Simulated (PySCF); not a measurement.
# Ho4N4: forces at shaken geometries

How stiff is Ho4N4? Its atoms are displaced at random by several amounts. The species was built from a template and needn't be a known compound.

Computed with PySCF 2.14.0. Level: PBE, Ho lcecp-1-SVP with ECP56, N def2-SVP; scalar-relativistic core potentials, no spin–orbit coupling.

2 further runs of the same task are left out: 1 for a known fault of the program, 1 that didn't finish.

**1. The starting structure**

8 atoms, charge 0, spin multiplicity 1.

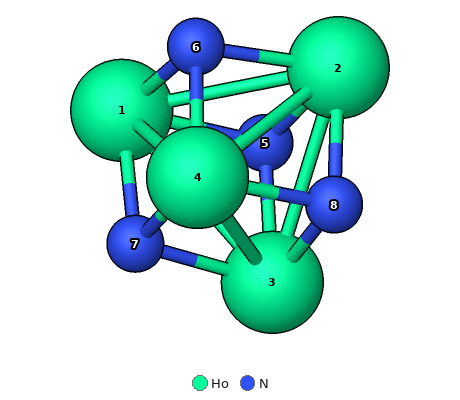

The geometry (holmium green, nitrogen blue); atoms are numbered from 1 in the order of the file.

As a file:

| atom | x (Å) | y (Å) | z (Å) |
| --- | --- | --- | --- |
| Ho1 | 1.1281 | 1.1281 | 1.1281 |
| Ho2 | 1.1281 | -1.1281 | -1.1281 |
| Ho3 | -1.1281 | 1.1281 | -1.1281 |
| Ho4 | -1.1281 | -1.1281 | 1.1281 |
| N5 | 1.0355 | 1.0355 | -1.0355 |
| N6 | 1.0355 | -1.0355 | 1.0355 |
| N7 | -1.0355 | 1.0355 | 1.0355 |
| N8 | -1.0355 | -1.0355 | -1.0355 |

Each metal's 10 4f electrons lie in its core potential, so multiplicities, spins and levels count the valence alone. An earlier session relaxed this geometry at PBE, Ho lcecp-1-SVP with ECP56, N def2-SVP (singlet, point group Td).

Its energy there is -369.587977 Eh.

**2. Atoms moved at random, σ = 0.03 Å**

Input file run.py (the lines that set the calculation):

```python
mol = gto.M(atom='''
Ho     1.11293     1.09027     1.08599
Ho     1.10114    -1.13589    -1.11479
Ho    -1.12279     1.11193    -1.11509
Ho    -1.13271    -1.05658     1.14450
N      1.10350     0.97969    -1.01887
N      1.01515    -0.99302     1.00433
N     -1.02890     1.04591     1.01575
N     -1.04832    -1.04232    -1.00181''',
    basis={'Ho': 'lcecp-1-SVP', 'N': 'def2-SVP'},
    ecp={'Ho': 'lcecp-1-SVP'},
    charge=0, spin=0)
mf = dft.RKS(mol, xc='PBE')
mf.grids.atom_grid = (50, 194)  # f atoms: unpruned, at least (60, 302)
mf = mf.density_fit()  # fitting sets: Ho AutoAux, N def2-universal-JKFIT
mf.conv_tol = 1e-08; mf.max_cycle = 55
mf.kernel(dm0)  # dm0: the density of the relaxed state
```

Launch:

```sh
> OMP_NUM_THREADS=4 python run.py
```

What it wrote:

```text
init E= -369.642923479495
  HOMO = -0.142669155058731  LUMO = -0.0600447811050301  gap/eV = 2.24832
cycle= 1 E= -369.580424791617  delta_E= 0.0625  |g|= 0.0565  |ddm|= 0.332
  HOMO = -0.128792478680701  LUMO = -0.0554778291289115  gap/eV = 1.99499
cycle= 2 E= -369.575029591319  delta_E= 0.0054  |g|= 0.159  |ddm|= 0.262
  HOMO = -0.137249731622976  LUMO = -0.0565841099949714  gap/eV = 2.19502
cycle= 3 E= -369.580680751669  delta_E= -0.00565  |g|= 0.0497  |ddm|= 0.181
  HOMO = -0.137715592119976  LUMO = -0.0569792621230671  gap/eV = 2.19695
cycle= 4 E= -369.581250673842  delta_E= -0.00057  |g|= 0.0132  |ddm|= 0.0591
  HOMO = -0.137488485713343  LUMO = -0.0569566540008826  gap/eV = 2.19138
cycle= 5 E= -369.581282263072  delta_E= -3.16e-05  |g|= 0.00721  |ddm|= 0.0185
  HOMO = -0.137542250280846  LUMO = -0.0569860721954295  gap/eV = 2.19205
cycle= 6 E= -369.581293958411  delta_E= -1.17e-05  |g|= 0.00162  |ddm|= 0.00685
  HOMO = -0.13758572489758  LUMO = -0.0569943893349099  gap/eV = 2.19300
cycle= 7 E= -369.581294650328  delta_E= -6.92e-07  |g|= 0.000687  |ddm|= 0.00299
  HOMO = -0.137556248412126  LUMO = -0.0569976792508757  gap/eV = 2.19211
cycle= 8 E= -369.581294732481  delta_E= -8.22e-08  |g|= 0.000459  |ddm|= 0.000993
  HOMO = -0.137576693939449  LUMO = -0.0569976006509725  gap/eV = 2.19267
cycle= 9 E= -369.581294780475  delta_E= -4.8e-08  |g|= 0.000115  |ddm|= 0.000501
  HOMO = -0.137571642816402  LUMO = -0.0569964978355287  gap/eV = 2.19256
cycle= 10 E= -369.581294784112  delta_E= -3.64e-09  |g|= 2.5e-05  |ddm|= 0.000186
  HOMO = -0.137573487565165  LUMO = -0.0569969654971896  gap/eV = 2.19260
Extra cycle  E= -369.581294781816  delta_E= 2.3e-09  |g|= 9.92e-05  |ddm|= 0.000118
converged SCF energy = -369.581294781816
```

It took 22 s on 4 threads of Arm Neoverse V1, shared host.

Result: E = -369.581295 Eh (+0.182 eV from the relaxed state), HOMO -3.74 eV, LUMO -1.55 eV, Mulliken charge on Ho1 +0.55 e, largest force component 1.440 eV/Å. 

| atom | Fx | Fy | Fz (eV/Å) |
| --- | --- | --- | --- |
| Ho1 | 1.238 | 1.440 | 1.109 |
| Ho2 | 0.476 | -0.816 | -0.609 |
| Ho3 | 0.144 | 0.225 | -0.603 |
| Ho4 | -0.543 | -1.161 | 0.448 |
| N5 | -0.731 | 0.507 | -0.718 |
| N6 | 0.086 | -0.928 | 0.584 |
| N7 | -0.388 | 0.524 | 0.037 |
| N8 | -0.281 | 0.208 | -0.248 |

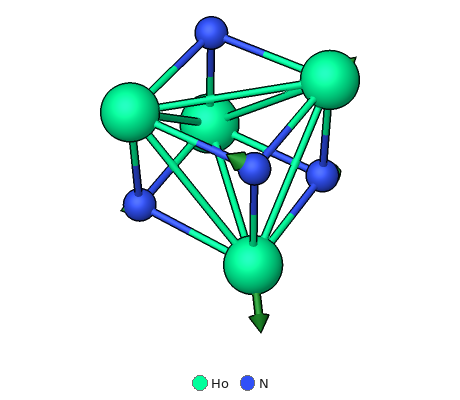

Forces as arrows, the longest for the largest force.

**3. Atoms moved at random, σ = 0.1 Å**

Input file run.py (the lines that set the calculation):

```python
mol = gto.M(atom='''
Ho     1.20625     1.28791     1.13546
Ho     1.06376    -1.07865    -1.32737
Ho    -1.18486     1.04732    -1.08469
Ho    -1.14011    -1.03391     0.97229
N      1.06649     1.06089    -0.96941
N      1.10420    -1.01021     1.11393
N     -1.07619     0.85911     1.11351
N     -1.03954    -1.13246    -0.95373''',
    basis={'Ho': 'lcecp-1-SVP', 'N': 'def2-SVP'},
    ecp={'Ho': 'lcecp-1-SVP'},
    charge=0, spin=0)
mf = dft.RKS(mol, xc='PBE')
mf.grids.atom_grid = (50, 194)  # f atoms: unpruned, at least (60, 302)
mf = mf.density_fit()  # fitting sets: Ho AutoAux, N def2-universal-JKFIT
mf.conv_tol = 1e-08; mf.max_cycle = 55
mf.kernel(dm0)  # dm0: the density of the relaxed state
```

Launch:

```sh
> OMP_NUM_THREADS=4 python run.py
```

What it wrote:

```text
init E= -369.501277806806
  HOMO = -0.171808163467613  LUMO = -0.101306788939529  gap/eV = 1.91844
cycle= 1 E= -369.456241507702  delta_E= 0.045  |g|= 0.412  |ddm|= 1.26
  HOMO = -0.0478131383604906  LUMO = -0.0365164913501202  gap/eV = 0.30740
cycle= 2 E= -365.154451630905  delta_E=  4.3  |g|=  3.4  |ddm|= 5.83
  HOMO = -0.116774721263502  LUMO = -0.0664299939976496  gap/eV = 1.36995
cycle= 3 E= -369.339321812517  delta_E= -4.18  |g|= 0.795  |ddm|= 5.63
  HOMO = -0.11228134908789  LUMO = -0.065494378428085  gap/eV = 1.27314
cycle= 4 E= -369.499944309943  delta_E= -0.161  |g|= 0.124  |ddm|= 0.707
  HOMO = -0.111440260155349  LUMO = -0.0668402905011259  gap/eV = 1.21363
cycle= 5 E= -369.499640615283  delta_E= 0.000304  |g|= 0.113  |ddm|= 0.284
  HOMO = -0.110243856840312  LUMO = -0.0655880854039447  gap/eV = 1.21515
cycle= 6 E= -369.503115370195  delta_E= -0.00347  |g|= 0.0486  |ddm|= 0.172
  HOMO = -0.111117980469261  LUMO = -0.0656922691783734  gap/eV = 1.23610
cycle= 7 E= -369.503593263222  delta_E= -0.000478  |g|= 0.0276  |ddm|= 0.0466
  HOMO = -0.112071565401226  LUMO = -0.0659752960087929  gap/eV = 1.25434
cycle= 8 E= -369.503754940863  delta_E= -0.000162  |g|= 0.0128  |ddm|= 0.0248
  HOMO = -0.112835773596341  LUMO = -0.0661900994270796  gap/eV = 1.26929
cycle= 9 E= -369.503791389232  delta_E= -3.64e-05  |g|= 0.00624  |ddm|= 0.015
  HOMO = -0.113019012621342  LUMO = -0.0662084331614655  gap/eV = 1.27378
cycle= 10 E= -369.503801550382  delta_E= -1.02e-05  |g|= 0.00214  |ddm|= 0.0076
  HOMO = -0.113093245825195  LUMO = -0.0662202774739134  gap/eV = 1.27548
cycle= 11 E= -369.503802513767  delta_E= -9.63e-07  |g|= 0.000978  |ddm|= 0.00318
  HOMO = -0.1131078165967  LUMO = -0.0662236262438339  gap/eV = 1.27578
cycle= 12 E= -369.503802740006  delta_E= -2.26e-07  |g|= 0.00051  |ddm|= 0.00152
  HOMO = -0.113101005711416  LUMO = -0.0662188408159389  gap/eV = 1.27573
cycle= 13 E= -369.503802796973  delta_E= -5.7e-08  |g|= 0.000233  |ddm|= 0.000623
  HOMO = -0.113102449990933  LUMO = -0.0662157269189524  gap/eV = 1.27585
cycle= 14 E= -369.503802810919  delta_E= -1.39e-08  |g|= 7.09e-05  |ddm|= 0.000304
  HOMO = -0.113106773053466  LUMO = -0.0662176548958148  gap/eV = 1.27592
cycle= 15 E= -369.50380281218  delta_E= -1.26e-09  |g|= 2.66e-05  |ddm|= 0.000128
  HOMO = -0.113106344782041  LUMO = -0.066217684533811  gap/eV = 1.27591
Extra cycle  E= -369.503802810937  delta_E= 1.24e-09  |g|= 6.64e-05  |ddm|= 0.000156
converged SCF energy = -369.503802810937
```

Wall time 26 s (4 threads of Arm Neoverse V1, shared host).

Read off: E = -369.503803 Eh (+2.291 eV from the relaxed state), HOMO -3.08 eV, LUMO -1.80 eV, Mulliken charge on Ho1 +0.59 e, largest force component 6.872 eV/Å. 

| atom | Fx | Fy | Fz (eV/Å) |
| --- | --- | --- | --- |
| Ho1 | -1.339 | -2.957 | -0.351 |
| Ho2 | 0.967 | 0.137 | 2.479 |
| Ho3 | 0.363 | 1.209 | -0.030 |
| Ho4 | -0.256 | -6.704 | 6.872 |
| N5 | -0.973 | 0.140 | -0.929 |
| N6 | 0.138 | 1.267 | -1.728 |
| N7 | 0.745 | 5.783 | -1.194 |
| N8 | 0.354 | 1.125 | -5.119 |

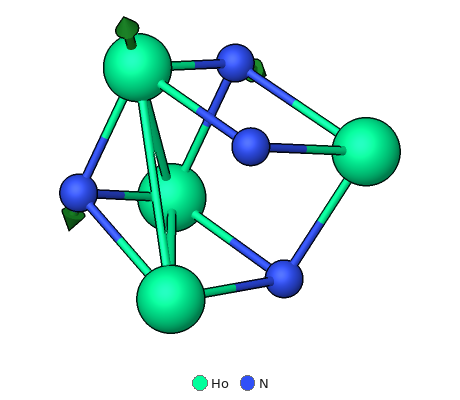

Forces as arrows, the longest for the largest force.

**4. Atoms moved at random, σ = 0.03 Å**

Input file run.py (the lines that set the calculation):

```python
mol = gto.M(atom='''
Ho     1.12748     1.17609     1.13956
Ho     1.15253    -1.15736    -1.11359
Ho    -1.14302     1.13184    -1.13575
Ho    -1.12700    -1.13808     1.13276
N      1.02001     1.02280    -1.04488
N      1.04872    -1.03929     1.00486
N     -1.04713     1.02579     1.04308
N     -1.03159    -1.02178    -1.02605''',
    basis={'Ho': 'lcecp-1-SVP', 'N': 'def2-SVP'},
    ecp={'Ho': 'lcecp-1-SVP'},
    charge=0, spin=0)
mf = dft.RKS(mol, xc='PBE')
mf.grids.atom_grid = (50, 194)  # f atoms: unpruned, at least (60, 302)
mf = mf.density_fit()  # fitting sets: Ho AutoAux, N def2-universal-JKFIT
mf.conv_tol = 1e-08; mf.max_cycle = 55
mf.kernel(dm0)  # dm0: the density of the relaxed state
```

Launch:

```sh
> OMP_NUM_THREADS=4 python run.py
```

What it wrote:

```text
init E= -369.565452415781
  HOMO = -0.130279031486974  LUMO = -0.0600220542075193  gap/eV = 1.91179
cycle= 1 E= -369.585493609188  delta_E= -0.02  |g|= 0.0349  |ddm|= 0.215
  HOMO = -0.13664871276391  LUMO = -0.0614461666489246  gap/eV = 2.04637
cycle= 2 E= -369.583511155948  delta_E= 0.00198  |g|= 0.0967  |ddm|= 0.169
  HOMO = -0.131452168124544  LUMO = -0.0606418114569092  gap/eV = 1.92685
cycle= 3 E= -369.585543851098  delta_E= -0.00203  |g|= 0.0324  |ddm|= 0.117
  HOMO = -0.131925227066589  LUMO = -0.0603778678821876  gap/eV = 1.94690
cycle= 4 E= -369.585802302214  delta_E= -0.000258  |g|= 0.00549  |ddm|= 0.0357
  HOMO = -0.131982340678152  LUMO = -0.0603871573959153  gap/eV = 1.94820
cycle= 5 E= -369.585803797464  delta_E= -1.5e-06  |g|= 0.00492  |ddm|= 0.00868
  HOMO = -0.131978784720199  LUMO = -0.0603697938890239  gap/eV = 1.94858
cycle= 6 E= -369.585809663764  delta_E= -5.87e-06  |g|= 0.000414  |ddm|= 0.00422
  HOMO = -0.131963057887006  LUMO = -0.060365667611104  gap/eV = 1.94826
cycle= 7 E= -369.585809682784  delta_E= -1.9e-08  |g|= 0.000296  |ddm|= 0.000973
  HOMO = -0.131973203970934  LUMO = -0.0603659624177444  gap/eV = 1.94853
cycle= 8 E= -369.585809709447  delta_E= -2.67e-08  |g|= 0.000143  |ddm|= 0.000534
  HOMO = -0.131967533277204  LUMO = -0.060366104693514  gap/eV = 1.94837
cycle= 9 E= -369.585809713284  delta_E= -3.84e-09  |g|= 6.78e-05  |ddm|= 0.000162
  HOMO = -0.131979047577077  LUMO = -0.0603667363013922  gap/eV = 1.94867
Extra cycle  E= -369.585809696817  delta_E= 1.65e-08  |g|= 0.000265  |ddm|= 0.000321
converged SCF energy = -369.585809696817
```

Wall time 21 s (4 threads of Arm Neoverse V1, shared host).

Read off: E = -369.585810 Eh (+0.059 eV from the relaxed state), HOMO -3.59 eV, LUMO -1.64 eV, Mulliken charge on Ho1 +0.58 e, largest force component 0.867 eV/Å. 

| atom | Fx | Fy | Fz (eV/Å) |
| --- | --- | --- | --- |
| Ho1 | -0.485 | -0.867 | -0.693 |
| Ho2 | -0.383 | 0.520 | -0.129 |
| Ho3 | 0.286 | -0.283 | 0.207 |
| Ho4 | 0.234 | 0.202 | -0.166 |
| N5 | 0.131 | 0.157 | 0.279 |
| N6 | -0.015 | 0.340 | 0.534 |
| N7 | 0.227 | 0.139 | 0.002 |
| N8 | 0.004 | -0.209 | -0.033 |

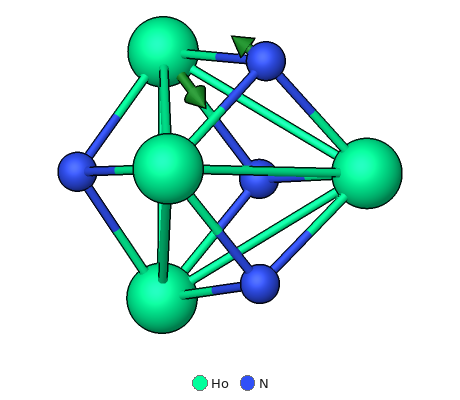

Forces as arrows, the longest for the largest force.

**5. Results**

| σ (Å) | energy rise (eV) | harmonic estimate −½ F·u (eV) | largest force component (eV/Å) |
| --- | --- | --- | --- |
| 0.03 | 0.182 | 0.186 | 1.44 |
| 0.1 | 2.291 | 2.401 | 6.87 |
| 0.03 | 0.059 | 0.058 | 0.87 |

Every displacement raises the energy. For a harmonic well the rise equals −½ F·u; the two differ by at most 5 % here (a move with σ = 0.1 Å), from anharmonicity, the grid and the small forces left at the relaxed point. The largest moves cost over 1 eV, far outside the harmonic range, so agreement there can come from errors that cancel between squeezed and stretched bonds. The bases are small and lack diffuse functions. Spin–orbit coupling is left out. The core potential fixes the 4f count, so no charge can pass from the ligands into that shell.
